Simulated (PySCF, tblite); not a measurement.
# C₆H₁₀ClFSi: geometry, infrared bands and NMR shifts

Aim: predict the infrared bands and NMR shifts of C₆H₁₀ClFSi (`F[C@@H]1C[SiH2]CC/C1=C\Cl`).

The runs use tblite 0.8.0 and PySCF 2.14.0, with density-fitted response routines of our own; the level of theory stands in each step. All values are computed, except where a source is named. Atoms count from 0, in the outputs and in this text.

### Step 1. The molecule as given

19 atoms, charge 0, multiplicity 1; geometry from: force field or distance geometry start.

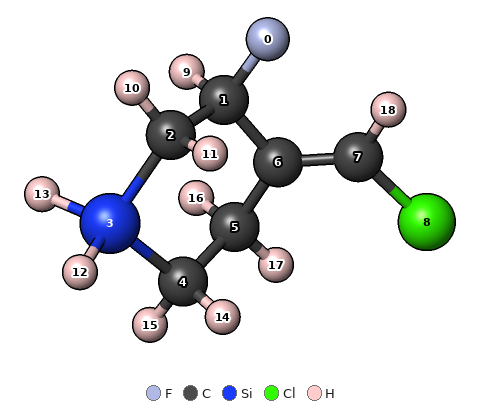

As it starts; fluorine light blue, carbon dark grey, silicon blue, chlorine green, hydrogen pink, atoms numbered; sticks join atoms by distance.

### Step 2. Optimising the geometry with GFN2-xTB

Job settings and geometry (Å):

```
{"job": {"kind": "relax", "xc": "GFN2-xTB", "basis": "xTB"}, "charge": 0, "multiplicity": 1}
F     -0.889100    -2.524000     0.208000
C     -0.229200    -1.410600    -0.237700
C      0.996600    -1.238300     0.694700
Si     1.975600     0.311400     0.275500
C      0.643000     1.595500    -0.042000
C     -0.535400     1.044300    -0.874800
C     -1.140500    -0.197800    -0.255500
C     -2.383500    -0.277300     0.237100
Cl    -3.524100     0.991800     0.279800
H      0.093600    -1.638200    -1.248400
H      1.623000    -2.125000     0.631000
H      0.640200    -1.181700     1.733300
H      2.868700     0.706900     1.406000
H      2.762900     0.073100    -0.959100
H      0.267100     1.973300     0.915900
H      1.087000     2.452800    -0.558100
H     -0.192100     0.799100    -1.884300
H     -1.269600     1.838900    -0.996800
H     -2.804100    -1.185100     0.667900
```

Started as:

```bash
$ OMP_NUM_THREADS=1 python probes_run.py task.json out
```

The driver reads the jobs from task.json and runs them one after another.

Standard output:

```text
step      E/eV     max force
  0    -787.53469    1.080
  1    -787.57466    0.451
  2    -787.58690    0.385
  3    -787.59746    0.274
  4    -787.61212    0.351
  5    -787.62022    0.222
  6    -787.62524    0.168
  7    -787.62734    0.100
  8    -787.62837    0.063
  9    -787.62921    0.061
 10    -787.63015    0.072
 11    -787.63099    0.073
 12    -787.63173    0.072
 13    -787.63242    0.057
 14    -787.63313    0.064
 15    -787.63380    0.062
 16    -787.63440    0.072
 17    -787.63507    0.070
 18    -787.63596    0.089
 19    -787.63704    0.097
 20    -787.63802    0.069
 21    -787.63876    0.059
 22    -787.63937    0.062
 23    -787.63999    0.073
 24    -787.64058    0.060
 25    -787.64101    0.046
 26    -787.64135    0.059
 27    -787.64178    0.066
 28    -787.64235    0.069
 29    -787.64289    0.052
 30    -787.64322    0.041
 31    -787.64339    0.033
 32    -787.64353    0.024
 33    -787.64366    0.025
 34    -787.64378    0.034
 35    -787.64389    0.035
 36    -787.64398    0.026
 37    -787.64406    0.017
 38    -787.64411    0.019
 39    -787.64414    0.013
 40    -787.64418    0.015
 41    -787.64422    0.018
 42    -787.64427    0.020
 43    -787.64432    0.024
 44    -787.64437    0.021
 45    -787.64441    0.015
 46    -787.64446    0.016
 47    -787.64451    0.014
 48    -787.64455    0.017
 49    -787.64461    0.018
 50    -787.64468    0.020
 51    -787.64475    0.020
 52    -787.64481    0.018
 53    -787.64487    0.018
 54    -787.64493    0.019
 55    -787.64502    0.027
 56    -787.64512    0.028
 57    -787.64519    0.020
 58    -787.64525    0.019
 59    -787.64530    0.017
 60    -787.64535    0.017
 61    -787.64539    0.012
 62    -787.64542    0.012
 63    -787.64544    0.013
 64    -787.64547    0.014
 65    -787.64550    0.014
 66    -787.64554    0.013
 67    -787.64557    0.012
 68    -787.64559    0.013
 69    -787.64562    0.013
 70    -787.64565    0.010
```

It took 1.1 s on 1 thread of Arm Neoverse N1, shared host; peak memory 0.18 GiB.

Step by step: (not every step is listed)

| step | energy from step 0 (eV) | largest force (eV/Å) |
| --- | --- | --- |
| 0 | 0.0000 | 1.0796 |
| 1 | -0.0400 | 0.4505 |
| 2 | -0.0522 | 0.3854 |
| 3 | -0.0628 | 0.2739 |
| 4 | -0.0774 | 0.3514 |
| 5 | -0.0855 | 0.2220 |
| 6 | -0.0906 | 0.1676 |
| 7 | -0.0927 | 0.0997 |
| 8 | -0.0937 | 0.0630 |
| 13 | -0.0977 | 0.0570 |
| 18 | -0.1013 | 0.0886 |
| 23 | -0.1053 | 0.0735 |
| 28 | -0.1077 | 0.0691 |
| 33 | -0.1090 | 0.0253 |
| 38 | -0.1094 | 0.0189 |
| 43 | -0.1096 | 0.0244 |
| 48 | -0.1099 | 0.0169 |
| 53 | -0.1102 | 0.0181 |
| 58 | -0.1106 | 0.0192 |
| 63 | -0.1108 | 0.0129 |
| 65 | -0.1108 | 0.0144 |
| 66 | -0.1109 | 0.0132 |
| 67 | -0.1109 | 0.0124 |
| 68 | -0.1109 | 0.0128 |
| 69 | -0.1109 | 0.0129 |
| 70 | -0.1110 | 0.0098 |

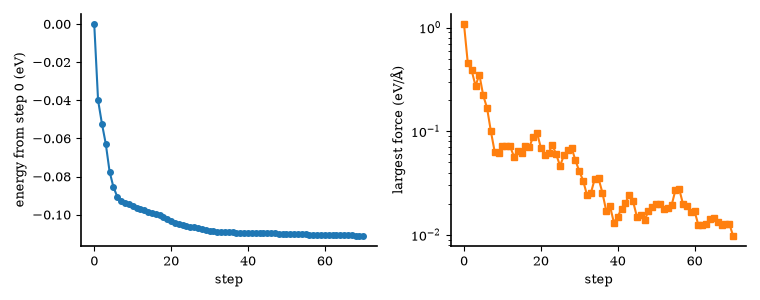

Energy and force, step by step.

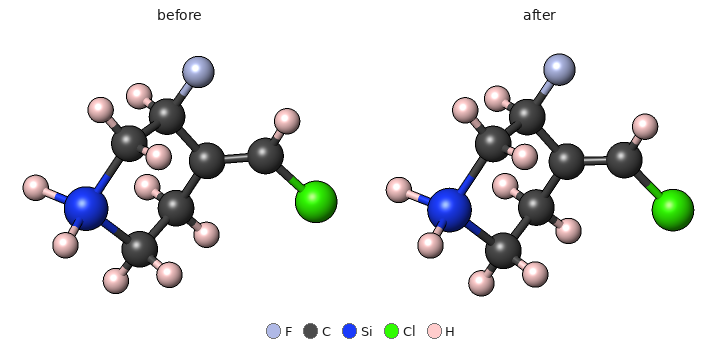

The geometry before (left) and after (right).

Close pairs (by a distance rule), those that changed most:

| bond | before (Å) | after (Å) | change (Å) |
| --- | --- | --- | --- |
| Si3–H12 | 1.494 | 1.463 | -0.031 |
| C1–C2 | 1.550 | 1.522 | -0.028 |
| Si3–C4 | 1.878 | 1.901 | +0.024 |
| C2–Si3 | 1.880 | 1.903 | +0.023 |
| F0–C1 | 1.369 | 1.387 | +0.018 |
| C7–Cl8 | 1.707 | 1.722 | +0.015 |
| C5–C6 | 1.514 | 1.499 | -0.015 |
| Si3–H13 | 1.484 | 1.469 | -0.014 |

The final coordinates are the input of the step that follows.

### Step 3. Vibrational analysis with GFN2-xTB

Job settings and geometry (Å):

```
{"job": {"kind": "ir", "xc": "GFN2-xTB", "basis": "xTB"}, "charge": 0, "multiplicity": 1}
F     -0.923774    -2.556139     0.056668
C     -0.204363    -1.418414    -0.276138
C      0.949073    -1.251996     0.702497
Si     1.941594     0.318826     0.290918
C      0.595756     1.616684    -0.055397
C     -0.516938     1.013873    -0.923613
C     -1.098559    -0.206348    -0.275281
C     -2.279295    -0.249736     0.325708
Cl    -3.352625     1.093253     0.420736
H      0.172211    -1.603041    -1.291498
H      1.567450    -2.148922     0.672648
H      0.528536    -1.187439     1.706976
H      2.794138     0.690610     1.420702
H      2.744281     0.087404    -0.917827
H      0.155973     1.965517     0.880178
H      0.999764     2.495491    -0.556918
H     -0.107395     0.740314    -1.899390
H     -1.306832     1.749720    -1.081185
H     -2.668797    -1.140404     0.792755
```

Standard output:

```text
mode    cm-1     km/mol
  1      55.3      0.17
  2     106.9      0.93
  3     150.4      0.66
  4     182.6      2.68
  5     216.4      1.37
  6     248.0      1.21
  7     312.3     10.04
  8     332.7      7.76
  9     351.4      4.59
 10     434.2      4.83
 11     476.0     57.04
 12     539.5      5.88
 13     558.9      3.84
 14     621.0     11.78
 15     649.4    109.41
 16     691.2     14.66
 17     745.8      5.09
 18     767.5    131.21
 19     769.6    100.91
 20     805.1    168.20
 21     807.7     40.40
 22     823.1    161.91
 23     879.9     14.00
 24     951.5     19.07
 25     997.7     43.21
 26    1032.6     40.05
 27    1066.2     16.75
 28    1106.8      6.00
 29    1120.6      3.56
 30    1145.2      4.53
 31    1200.6     14.80
 32    1232.5     23.39
 33    1253.3      1.80
 34    1284.2      1.35
 35    1289.5     18.50
 36    1316.2     18.79
 37    1324.9     14.77
 38    1471.0      2.06
 39    1474.7      3.24
 40    1483.1      6.55
 41    1693.4     12.60
 42    2220.2    311.24
 43    2268.2    325.49
 44    2888.6     37.74
 45    2958.4     26.38
 46    2982.2     28.84
 47    2988.6     59.73
 48    2990.1     23.65
 49    2999.7     15.55
 50    3002.8     33.99
 51    3089.1      3.62
```

Run time: 1.6 s. Hardware: 1 thread of Arm Neoverse N1, shared host; peak memory 0.18 GiB.

The strongest bands and the atoms that carry them (share of the mass-weighted mode):

| cm⁻¹ | km/mol | atoms |
| --- | --- | --- |
| 649 | 109.4 | H13 43 %, H12 31 % |
| 768 | 131.2 | H13 27 %, H12 26 % |
| 770 | 100.9 | H13 25 %, C2 20 %, H12 15 %, H11 12 % |
| 805 | 168.2 | C2 20 %, Si3 19 %, H10 16 %, H18 11 % |
| 823 | 161.9 | C4 16 %, H15 14 %, Si3 13 %, C7 12 % |
| 2220 | 311.2 | H13 97 % |
| 2268 | 325.5 | H12 97 % |
| 2989 | 59.7 | H11 59 %, H10 23 % |

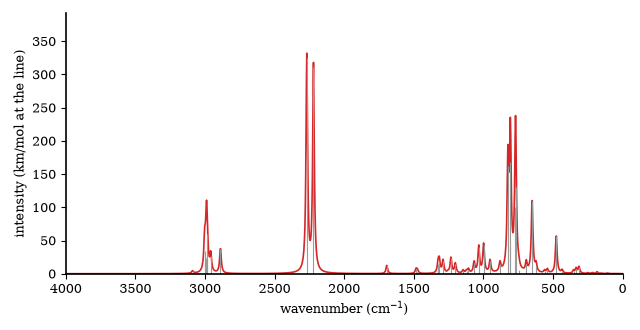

The infrared spectrum from these modes, unscaled. Lines are broadened to a width of 14 cm⁻¹ (Lorentzian).

### Step 4. Nuclear shieldings: PBE0/pcSseg-1

Settings changed since step 3:

```diff
@@ -1,2 +1,2 @@
-{"job": {"kind": "ir", "xc": "GFN2-xTB", "basis": "xTB"}, "charge": 0, "multiplicity": 1}
+{"job": {"kind": "nmr", "xc": "PBE0", "basis": "pcSseg-1"}, "charge": 0, "multiplicity": 1}
 F     -0.923774    -2.556139     0.056668
```

With the program's defaults for keys left out, this is: GIAO PBE0/pcSseg-1 NMR shielding, non-relativistic, gas phase.

Standard output:

```text
coarse grid: 17056 points
cycle   1  E = -1083.3391486546  dE =  1.108e+00  |g| = 5.748e-01  |ddm| = 4.013e+00
cycle   2  E = -1083.3076678819  dE =  3.148e-02  |g| = 7.401e-01  |ddm| = 1.092e+00
cycle   3  E = -1083.4057378634  dE = -9.807e-02  |g| = 6.837e-02  |ddm| = 6.424e-01
cycle   4  E = -1083.4064413773  dE = -7.035e-04  |g| = 3.119e-02  |ddm| = 8.098e-02
cycle   5  E = -1083.4066424737  dE = -2.011e-04  |g| = 9.151e-03  |ddm| = 3.243e-02
cycle   6  E = -1083.4066597555  dE = -1.728e-05  |g| = 3.647e-03  |ddm| = 1.065e-02
cycle   7  E = -1083.4066625106  dE = -2.755e-06  |g| = 1.044e-03  |ddm| = 3.865e-03
final grid: 156248 points
cycle   8  E = -1083.4667446874  dE = -4.929e-05  |g| = 9.446e-03  |ddm| = 3.753e-02
cycle   9  E = -1083.4667228820  dE =  2.181e-05  |g| = 1.356e-02  |ddm| = 2.150e-02
cycle  10  E = -1083.4667654441  dE = -4.256e-05  |g| = 1.906e-03  |ddm| = 1.367e-02
cycle  11  E = -1083.4667661427  dE = -6.987e-07  |g| = 5.758e-04  |ddm| = 2.030e-03
cycle  12  E = -1083.4667662193  dE = -7.657e-08  |g| = 1.156e-04  |ddm| = 5.472e-04
cycle  13  E = -1083.4667662216  dE = -2.246e-09  |g| = 4.569e-05  |ddm| = 1.352e-04
cycle  14  E = -1083.4667662220  dE = -4.161e-10  |g| = 8.205e-06  |ddm| = 4.827e-05
converged SCF energy = -1083.4667662220

GIAO shielding tensors (ppm)
atom      isotropic    diamagn.    paramagn.     s11        s22        s33       span
  0 F      358.926     472.892    -113.966    318.220    352.068    406.490     88.270
  1 C       90.206     241.604    -151.397     57.866     75.292    137.460     79.593
  2 C      162.717     253.044     -90.326    146.585    155.361    186.207     39.622
  3 Si     394.573     879.150    -484.577    366.507    389.243    427.970     61.463
  4 C      175.951     251.094     -75.143    160.972    178.608    188.273     27.301
  5 C      157.682     245.666     -87.985    143.021    163.216    166.809     23.788
  6 C       35.080     263.632    -228.552    -77.272     36.532    145.980    223.252
  7 C       61.856     247.632    -185.776    -27.074     88.536    124.106    151.180
  8 Cl     788.190    1146.676    -358.486    556.720    847.248    960.603    403.882
  9 H       26.428      29.935      -3.508     22.739     28.162     28.382      5.643
 10 H       30.058      29.445       0.613     25.419     27.962     36.793     11.374
 11 H       30.550      31.268      -0.718     27.549     29.094     35.007      7.458
 12 H       27.484      28.083      -0.600     24.121     24.685     33.645      9.524
 13 H       27.535      28.562      -1.028     24.130     25.447     33.026      8.896
 14 H       30.900      30.748       0.152     26.134     30.145     36.422     10.288
 15 H       30.845      29.235       1.610     25.763     28.030     38.741     12.978
 16 H       29.930      30.376      -0.445     26.762     27.504     35.525      8.763
 17 H       28.176      30.426      -2.250     22.830     27.919     33.780     10.950
 18 H       25.339      30.666      -5.327     19.454     26.270     30.292     10.837
```

Wall time 85 s (1 thread of Arm Neoverse N1, shared host); peak memory 1 GiB.

Shifts follow as δ = σ(reference) − σ, with reference shieldings (ppm) from runs at the same level and on the same kind of geometry: 1H TMS 31.72, 13C TMS 186.9, 29Si TMS 349.2, 19F CFCl3 170.9, 35Cl HCl 950. The references are single molecules in the gas phase, so shifts against H2O, NH3, PH3, H3PO4 or CFCl3 are not on the usual liquid scales and can be off by tens of ppm.

| atoms | environment | σ (ppm) | δ (ppm) | δ scaled to CDCl3 |
| --- | --- | --- | --- | --- |
| C6 | fully substituted alkene carbon | 35.1 | 151.8 | 146.3 |
| C7 | alkene CH | 61.9 | 125.1 | 120.2 |
| C1 | allylic sp3 CH bonded to F | 90.2 | 96.7 | 92.5 |
| C5 | allylic sp3 CH2 | 157.7 | 29.2 | 26.6 |
| C2 | sp3 CH2 bonded to Si | 162.7 | 24.2 | 21.7 |
| C4 | sp3 CH2 bonded to Si | 176.0 | 11.0 | 8.8 |
| H18 | hydrogen on an alkene CH | 25.34 | 6.38 | 6.12 |
| H9 | hydrogen on an allylic sp3 CH bonded to F | 26.43 | 5.29 | 5.09 |
| H12 | hydrogen on a silicon bonded to 2 C, in a 6-membered ring | 27.48 | 4.23 | – |
| H13 | hydrogen on a silicon bonded to 2 C, in a 6-membered ring | 27.53 | 4.18 | – |
| H17 | hydrogen on an allylic sp3 CH2 | 28.18 | 3.54 | 3.44 |
| H16 | hydrogen on an allylic sp3 CH2 | 29.93 | 1.79 | 1.79 |
| H10 | hydrogen on an sp3 CH2 bonded to Si | 30.06 | 1.66 | 1.67 |
| H11 | hydrogen on an sp3 CH2 bonded to Si | 30.55 | 1.17 | 1.21 |
| H15 | hydrogen on an sp3 CH2 bonded to Si | 30.84 | 0.87 | 0.93 |
| H14 | hydrogen on an sp3 CH2 bonded to Si | 30.90 | 0.82 | 0.88 |
| F0 | fluorine on an sp3 carbon | 358.9 | -188.0 | – |
| Si3 | silicon bonded to 2 C, 2 H, in a 6-membered ring | 394.6 | -45.4 | – |
| Cl8 | chlorine bonded to C | 788 | 162 | – |

The scaled column applies a straight-line fit of computed shieldings to shifts measured in CDCl3, with any fitted terms for Cl, Br or S neighbours, and one for carbons that bear F (root-mean-square error 0.16 ppm for H, 1.9 ppm for C).

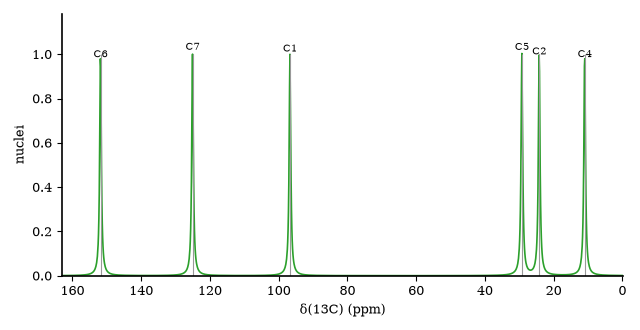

13C lines at the computed shifts, without couplings. Lines are broadened to a width of 0.56 ppm (Lorentzian).

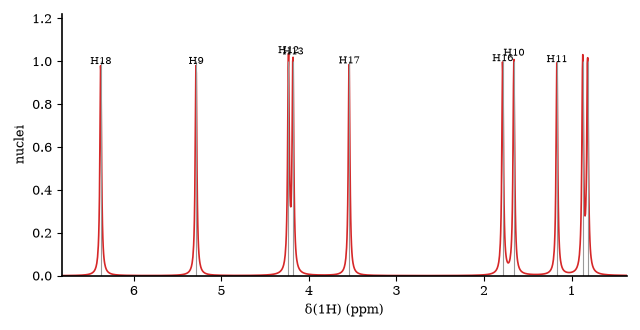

1H lines at the computed shifts, without couplings. Lines are broadened to a width of 0.02 ppm (Lorentzian).

The run also stored atomic charges by several schemes (e):

| atoms | Mulliken | IAO | Hirshfeld | ESP fit |
| --- | --- | --- | --- | --- |
| F0 | -0.33 | -0.33 | -0.11 | -0.29 |
| C1 | 0.30 | 0.19 | 0.07 | 0.33 |
| C2 | -0.50 | -0.56 | -0.17 | -0.38 |
| Si3 | 0.64 | 0.75 | 0.35 | 0.43 |
| C4 | -0.51 | -0.54 | -0.16 | -0.28 |
| C5 | -0.10 | -0.26 | -0.07 | 0.05 |
| C6 | -0.38 | -0.03 | -0.01 | -0.05 |
| C7 | -0.02 | -0.19 | -0.05 | -0.31 |
| Cl8 | -0.10 | -0.03 | -0.03 | -0.06 |

ESP fit charges:

F0 -0.29; C1 0.33; C2 -0.38; Si3 0.43; C4 -0.28; C5 0.05; C6 -0.05; C7 -0.31; Cl8 -0.06; H9 0.05; H10 0.11; H11 0.13; H12 -0.12; H13 -0.11; H14 0.10; H15 0.08; H16 0.02; H17 0.05; H18 0.24

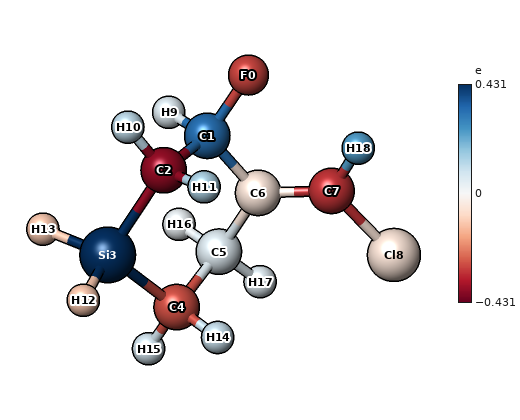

ESP fit charges, as colours on the atoms.

Mayer bond orders: F0–C1 0.88, C1–C2 1.01, C2–Si3 0.89, Si3–C4 0.91, C4–C5 1.02, C5–C6 1.03, C6–C7 1.85, C7–Cl8 1.03, C6–C1 0.99.

Ring of atoms C1, C2, Si3, C4, C5, C6: NICS(0) -3.6, NICS(1) -2.9, NICS(1)zz 3.0 ppm (means of both faces).

### Step 5. Outcome

```
                                 quantity                                                           value
strongest single infrared mode (GFN2-xTB)                                           2268 cm⁻¹, 325 km/mol
             zero-point energy (GFN2-xTB)                                                   89.1 kcal/mol
   13C shifts against TMS (PBE0/pcSseg-1)                        151.8, 125.1, 96.7, 29.2, 24.2, 11.0 ppm
    1H shifts against TMS (PBE0/pcSseg-1)  6.38, 5.29, 4.23, 4.18, 3.54, 1.79, 1.66, 1.17, 0.87, 0.82 ppm
 19F shifts against CFCl3 (PBE0/pcSseg-1)                                                      -188.0 ppm
  29Si shifts against TMS (PBE0/pcSseg-1)                                                       -45.4 ppm
  35Cl shifts against HCl (PBE0/pcSseg-1)                                                         162 ppm
```

Relaxing lowered the energy by 0.111 eV in 70 steps; the close pair that moved most is Si3–H12, from 1.494 to 1.463 Å. All 51 modes are real, so the xTB geometry is a minimum. The strongest single mode, at 2268 cm⁻¹, moves mainly H12. GFN2-xTB is a fitted tight-binding method: band positions and strengths are rough. Its intensities can rank the bands wrongly. The most deshielded hydrogen is H18 (hydrogen on an alkene CH), at 6.38 ppm: olefinic region. At PBE0/pcSseg-1: The largest span, 404 ppm, is at Cl8, where the paramagnetic term is -358 ppm.
